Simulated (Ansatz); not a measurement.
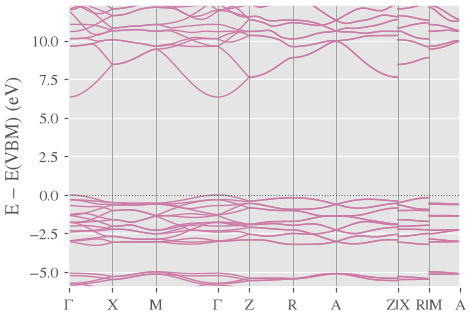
Figure. Band structure from the program Ansatz at the r²SCAN level (PAW)

Question: Read off the gap and where the band edges lie.

Answer: About 6.3 eV (6.35 eV by a search for the band edges); maximum at Γ, minimum at Γ.

The material is SiO$_{2}$ in space group P4_12_12 (No. 92; Si on 4a, O on 8b).

Symmetry was held in the r²SCAN relaxation.

Potentials: the later of the program's two PAW sets.
